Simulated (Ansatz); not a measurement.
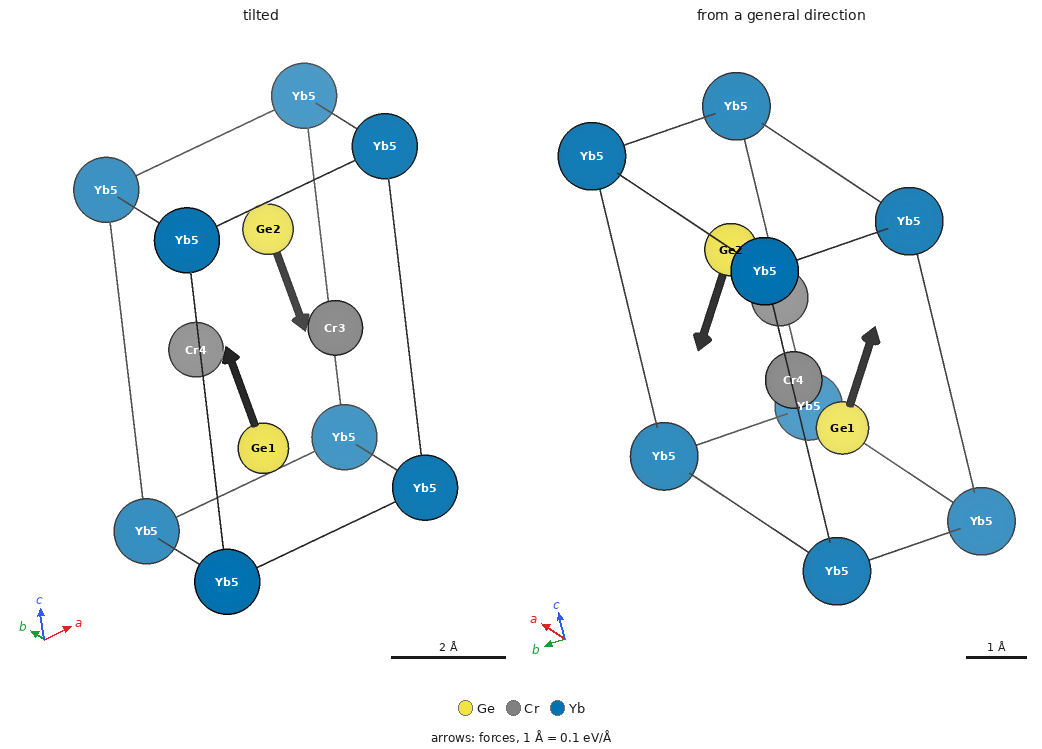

View slightly off an axis and from a general direction, drawn as a spheres-only model. The parallelepiped is the simulation cell. The arrows are the computed forces on the atoms.

System: YbCr2Ge2. Results below were computed with Ansatz 0.2.0, DFT, PAW plane waves, PBE; the settings were wavefunction cutoff 420 eV, a 6×6×6 k-point mesh, Fermi-Dirac smearing of 0.1 eV, collinear spins.

**Are the forces small enough to call this converged?**

No. The atoms still feel forces of up to about 0.16 eV/Å, above a usual threshold of 0.01 to 0.03 eV/Å.

**Find the atom with the largest force.**

Ge1 and Ge2, about 0.16 eV/Å.

The structure is a generated cell, made by putting these elements into a known structure type (the compound may or may not exist in this form); no relaxation was done. Ansatz was used for an electronic-structure calculation on it.
